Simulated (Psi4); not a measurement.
Run report: GaPH3F3, single-point calculation

System: GaPH3F3.
Method: PBE/def2-TZVPP, RKS, dispersion D4 (Psi4 1.11).

The geometry was optimised with PBE0/def2-TZVP.

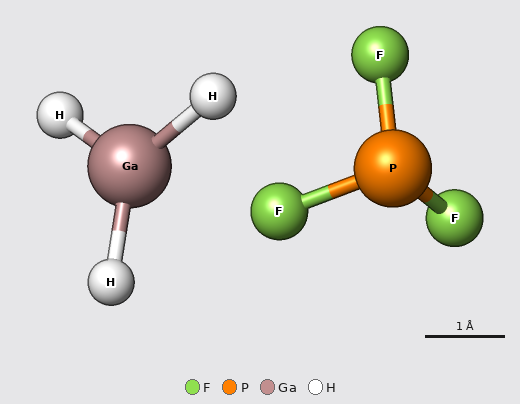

The structure (ball-and-stick view, seen at a tilt). Sticks mark near contacts. Bond lengths as drawn: F–P 1.57 to 1.60 Å and Ga–H 1.57 to 1.58 Å.

### Results in brief

- outcome: converged
- total energy: −2567.033613 hartree
- dispersion energy: −0.006025 hartree
- basis functions: 225
- HOMO: −7.20 eV
- LUMO: −2.20 eV
- dipole moment: 1.16 D
- hardware: 2 threads of Intel Xeon @ 2.50GHz (Skylake/Cascade Lake), 189 GiB of memory available, shared host
- wall time: 42 s (CPU time 2.2 min)
- peak memory: 2.3 GiB

### Input (job.in)
```
memory 3.3 GB

molecule system {
  0 1
  F
  P 1 1.567576
  F 2 1.60181 1 95.99997
  F 2 1.56509 1 97.80574 3 -97.7995
  Ga 3 2.504641 2 116.09969 4 -82.61486
  H 5 1.566918 3 94.7372 2 -112.00405
  H 5 1.576886 6 118.91329 3 -86.73401
  H 5 1.565195 6 121.50629 7 -174.42413
  symmetry c1
}

set reference rks
set scf_type df
set dft_radial_points 99
set dft_spherical_points 590

energy("pbe-d4/def2-TZVPP")
```

Launch command:
```bash
psi4 -n 2 job.in job.out
```

### Output
```
Psi4 1.11 release

   => Loading Basis Set <=

    Name: DEF2-TZVPP
    Role: ORBITAL
    Keyword: BASIS

   => PBE-D4(BJ,EEQ)ATM: Empirical Dispersion <=

        a1 =       0.385750
        a2 =       4.806885
       alp =      16.000000
        s6 =       1.000000
        s8 =       0.959481
        s9 =       1.000000
        ga =       3.000000
        gc =       2.000000
        wf =       6.000000

         ---------------------------------------------------------
                                   SCF
                              RKS Reference
                        2 Threads,   3147 MiB Core
         ---------------------------------------------------------

  ==> Geometry <==

    Molecular point group: c1
    Full point group: C1

    Geometry (in Angstrom), charge = 0, multiplicity = 1:

       Center              X                  Y                   Z               Mass
    ------------   -----------------  -----------------  -----------------  -----------------
         F            0.160349969726     1.268151677284    -2.560695534765    18.998403162730
         P            0.160349969726     1.268151677284    -0.993119534765    30.973761998420
         F            0.160349969726    -0.324883527604    -0.825685631130    18.998403162730
         F           -1.375893827302     1.478577243065    -0.780557107562    18.998403162730
         GA           0.209552131107    -1.185672452477     1.525877277451    68.925573500000
         H            1.653934112257    -1.782891626196     1.414872909085     1.007825032230
         H            0.039733055941     0.328239897604     1.933063150213     1.007825032230
         H           -1.061755613722    -2.085119079858     1.369008636683     1.007825032230

  Running in c1 symmetry.

  Rotational constants: A =      0.22956  B =      0.02987  C =      0.02791 [cm^-1]
  Rotational constants: A =   6882.18543  B =    895.43344  C =    836.59394 [MHz]
  Nuclear repulsion =  437.820665049133936

  Charge       = 0
  Multiplicity = 1
  Electrons    = 76
  Nalpha       = 38
  Nbeta        = 38

  ==> Algorithm <==

  SCF Algorithm Type is DF.
  DIIS enabled.
  MOM disabled.
  Fractional occupation disabled.
  Guess Type is SAD.
  Energy threshold   = 1.00e-06
  Density threshold  = 1.00e-06
  Integral threshold = 1.00e-12

  ==> Primary Basis <==

  Basis Set: DEF2-TZVPP
    Blend: DEF2-TZVPP
    Number of shells: 81
    Number of basis functions: 225
    Number of Cartesian functions: 256
    Spherical Harmonics?: true
    Max angular momentum: 3

  ==> DFT Potential <==

   => LibXC <=

    Version 7.1.2

   => Composite Functional: PBE-D4BJEEQATM <=

    PBE GGA Exchange-Correlation Functional

    Deriv               =              1
    GGA                 =           TRUE
    Meta                =          FALSE

    Exchange Hybrid     =          FALSE
    MP2 Hybrid          =          FALSE

   => Exchange Functionals <=

    1.0000     XC_GGA_X_PBE

   => Correlation Functionals <=

    1.0000     XC_GGA_C_PBE

   => LibXC Density Thresholds  <==

    XC_GGA_C_PBE:  1.00E-12
    XC_GGA_X_PBE:  1.00E-15

   => Molecular Quadrature <=

    Radial Scheme          =       TREUTLER
    Pruning Scheme         =           NONE
    Nuclear Scheme         =       TREUTLER

    Blocking Scheme        =         OCTREE
    BS radius alpha        =              1
    Pruning alpha          =              1
    Radial Points          =             99
    Spherical Points       =            590
    Total Points           =         446405
    Total Blocks           =           3210
    Max Points             =            256
    Max Functions          =            198
    Weights Tolerance      =       1.00E-15

   => Loading Basis Set <=

    Name: (DEF2-TZVPP AUX)
    Role: JKFIT
    Keyword: DF_BASIS_SCF

  ==> Integral Setup <==

  DFHelper Memory: AOs need 0.242 GiB; user supplied 0.618 GiB.
  SCF_SUBTYPE=INCORE selected. In-core MEM_DF algorithm will be used.
  Using in-core AOs.

  ==> MemDFJK: Density-Fitted J/K Matrices <==

    J tasked:                   Yes
    K tasked:                    No
    wK tasked:                   No
    Memory [MiB]:               632
    Algorithm:                 Core
    Schwarz Cutoff:           1E-12
    Mask sparsity (%):      12.1679
    Fitting Condition:        1E-10

   => Auxiliary Basis Set <=

  Basis Set: (DEF2-TZVPP AUX)
    Blend: DEF2-UNIVERSAL-JKFIT
    Number of shells: 191
    Number of basis functions: 679
    Number of Cartesian functions: 865
    Spherical Harmonics?: true
    Max angular momentum: 5

  Cached 100.0% of DFT collocation blocks in 1.687 [GiB].

  Minimum eigenvalue in the overlap matrix is 3.1000145003E-03.
  Reciprocal condition number of the overlap matrix is 6.2231303262E-04.
    Using symmetric orthogonalization.

  ==> Pre-Iterations <==

  SCF Guess: Superposition of Atomic Densities via on-the-fly atomic UHF (no occupation information).

   -------------------------
    Irrep   Nso     Nmo
   -------------------------
     A        225     225
   -------------------------
    Total     225     225
   -------------------------

  ==> Iterations <==

                           Total Energy        Delta E     RMS |[F,P]|

   @DF-RKS iter SAD: -2563.79572317796556   -2.56380e+03   0.00000e+00
   @DF-RKS iter   1: -2564.58169623103868   -7.85973e-01   1.58189e-02 ADIIS/DIIS
   @DF-RKS iter   2: -2505.34098201795450    5.92407e+01   4.49402e-02 ADIIS/DIIS
   @DF-RKS iter   3: -2565.05035121119772   -5.97094e+01   6.21997e-03 ADIIS/DIIS
   @DF-RKS iter   4: -2560.21515001235412    4.83520e+00   1.21986e-02 ADIIS/DIIS
   @DF-RKS iter   5: -2566.91067146586738   -6.69552e+00   2.61735e-03 ADIIS/DIIS
   @DF-RKS iter   6: -2566.94369197469814   -3.30205e-02   2.12090e-03 ADIIS/DIIS
   @DF-RKS iter   7: -2567.02910387109523   -8.54119e-02   4.01270e-04 ADIIS/DIIS
   @DF-RKS iter   8: -2567.03176171909308   -2.65785e-03   2.93750e-04 ADIIS/DIIS
   @DF-RKS iter   9: -2567.03308393385578   -1.32221e-03   1.52923e-04 ADIIS/DIIS
   @DF-RKS iter  10: -2567.03360239683980   -5.18463e-04   2.25775e-05 DIIS
   @DF-RKS iter  11: -2567.03361120686441   -8.81002e-06   8.22408e-06 DIIS
   @DF-RKS iter  12: -2567.03361277525346   -1.56839e-06   3.29944e-06 DIIS
   @DF-RKS iter  13: -2567.03361293965872   -1.64405e-07   1.45882e-06 DIIS
   @DF-RKS iter  14: -2567.03361297483116   -3.51724e-08   1.41517e-07 DIIS
  Energy and wave function converged.

  ==> Post-Iterations <==

   Electrons on quadrature grid:
      Ntotal   =   75.9999998468 ; deviation = -1.532e-07

    Orbital Energies [Eh]
    ---------------------

    Doubly Occupied:

       1A   -370.929923     2A    -76.458908     3A    -45.328669
       4A    -40.173709     5A    -40.169056     6A    -40.168929
       7A    -24.319541     8A    -24.309821     9A    -24.309507
      10A     -6.445513    11A     -5.262173    12A     -4.664343
      13A     -4.663952    14A     -4.656523    15A     -3.596301
      16A     -3.583251    17A     -3.582850    18A     -1.195978
      19A     -1.147163    20A     -1.143897    21A     -0.730252
      22A     -0.724347    23A     -0.724004    24A     -0.718818
      25A     -0.718626    26A     -0.628188    27A     -0.525593
      28A     -0.519872    29A     -0.488497    30A     -0.456519
      31A     -0.447872    32A     -0.424203    33A     -0.409042
      34A     -0.399321    35A     -0.388898    36A     -0.300973
      37A     -0.265310    38A     -0.264641

    Virtual:

      39A     -0.080925    40A     -0.055221    41A     -0.045340
      42A      0.018890    43A      0.043884    44A      0.048824
      45A      0.071336    46A      0.147745    47A      0.148056
      48A      0.152809    49A      0.155450    50A      0.168261
      51A      0.183761    52A      0.205443    53A      0.215679
      54A      0.228911    55A      0.272413    56A      0.287493
      57A      0.297293    58A      0.297988    59A      0.309730
      60A      0.314904    61A      0.338991    62A      0.374337
      63A      0.404475    64A      0.424319    65A      0.439288
      66A      0.480808    67A      0.498251    68A      0.535777
      69A      0.561440    70A      0.572563    71A      0.579754
      72A      0.589872    73A      0.621565    74A      0.639053
      75A      0.677288    76A      0.688219    77A      0.701855
      78A      0.741896    79A      0.773702    80A      0.787516
      81A      0.822447    82A      0.854767    83A      0.865113
      84A      0.866463    85A      0.897399    86A      0.937992
      87A      0.980104    88A      0.993752    89A      1.003169
      90A      1.017692    91A      1.032162    92A      1.072598
      93A      1.082585    94A      1.107137    95A      1.123869
      96A      1.126530    97A      1.166693    98A      1.180978
      99A      1.191661   100A      1.199976   101A      1.239903
     102A      1.263896   103A      1.273469   104A      1.314040
     105A      1.358176   106A      1.396492   107A      1.427093
     108A      1.434342   109A      1.452642   110A      1.461077
     111A      1.481256   112A      1.720588   113A      1.813169
     114A      1.834042   115A      1.853762   116A      1.864107
     117A      1.899575   118A      2.010730   119A      2.043838
     120A      2.092292   121A      2.194987   122A      2.219907
     123A      2.275739   124A      2.280761   125A      2.305583
     126A      2.354126   127A      2.362233   128A      2.375908
     129A      2.381510   130A      2.439443   131A      2.470417
     132A      2.473851   133A      2.477972   134A      2.488017
     135A      2.524383   136A      2.575182   137A      2.601388
     138A      3.100322   139A      3.111456   140A      3.136151
     141A      3.144293   142A      3.152418   143A      3.182401
     144A      3.187998   145A      3.212696   146A      3.232678
     147A      3.234542   148A      3.247712   149A      3.266699
     150A      3.282646   151A      3.418506   152A      3.421516
     153A      3.440978   154A      3.480160   155A      3.519809
     156A      3.531469   157A      3.557896   158A      3.606781
     159A      3.641018   160A      3.696924   161A      3.734079
     162A      3.737203   163A      3.769977   164A      3.770693
     165A      3.793221   166A      3.848464   167A      3.872078
     168A      3.904394   169A      3.927394   170A      3.944043
     171A      3.947805   172A      3.980313   173A      4.250717
     174A      4.281541   175A      4.564613   176A      4.572861
     177A      5.423111   178A      5.429381   179A      5.453163
     180A      5.835857   181A      5.926951   182A      5.969675
     183A      6.485904   184A      6.495363   185A      6.506344
     186A      6.631264   187A      6.638494   188A      6.642201
     189A      6.662567   190A      6.664169   191A      6.667342
     192A      6.668548   193A      6.671527   194A      6.673403
     195A      6.675114   196A      6.702124   197A      6.748804
     198A      6.769765   199A      6.839473   200A      6.861362
     201A      6.874434   202A      6.921456   203A      6.950263
     204A      7.441938   205A      7.738765   206A      7.801770
     207A      8.043173   208A      8.052793   209A      8.096514
     210A      8.138356   211A      8.143603   212A      8.188630
     213A      8.292516   214A      8.306425   215A      8.317018
     216A      8.472487   217A      8.505419   218A      8.578979
     219A      8.593573   220A      9.011700   221A      9.048705
     222A     14.858971   223A     56.356651   224A     56.371451
     225A     56.432229

    Final Occupation by Irrep:
              A
    DOCC [    38 ]
    NA   [    38 ]
    NB   [    38 ]

  @DF-RKS Final Energy: -2567.03361297483116

   => Energetics <=

    Nuclear Repulsion Energy =            437.8206650491339360
    One-Electron Energy =               -4447.5942653157508175
    Two-Electron Energy =                1572.8325737102995845
    DFT Exchange-Correlation Energy =    -130.0865616579328901
    Empirical Dispersion Energy =          -0.0060247605807021
    VV10 Nonlocal Energy =                  0.0000000000000000
    Total Energy =                      -2567.0336129748311578

Computation Completed

Properties will be evaluated at   0.000000,   0.000000,   0.000000 [a0]

Properties computed using the SCF density matrix

 Multipole Moments:

 ------------------------------------------------------------------------------------
     Multipole            Electronic (a.u.)      Nuclear  (a.u.)        Total (a.u.)
 ------------------------------------------------------------------------------------

 L = 1.  Multiply by 2.5417464519 to convert [e a0] to [Debye]
 Dipole X            :          0.1047916            0.0690358            0.1738274
 Dipole Y            :         -0.5889049            0.9888311            0.3999262
 Dipole Z            :          0.5892684           -0.7182796           -0.1290112
 Magnitude           :                                                    0.4547535

 ------------------------------------------------------------------------------------

	total time  =         40 seconds =       0.67 minutes

    Psi4 run time: 0:00:39.59
```

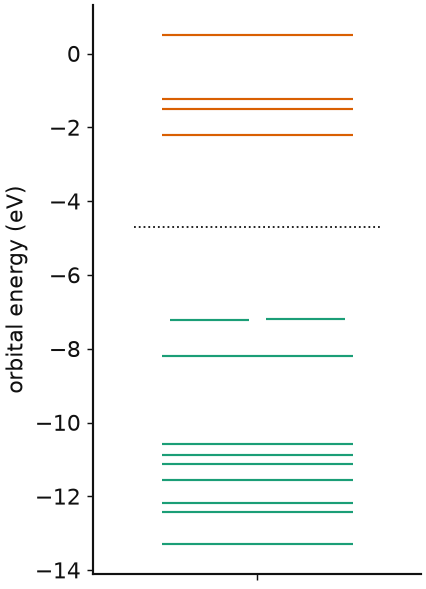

Orbital energies near the frontier; the dotted line parts filled from empty levels, and levels within 0.02 eV of each other stand side by side. Highest filled −7.20 eV, lowest empty −2.20 eV, 5.00 eV apart.
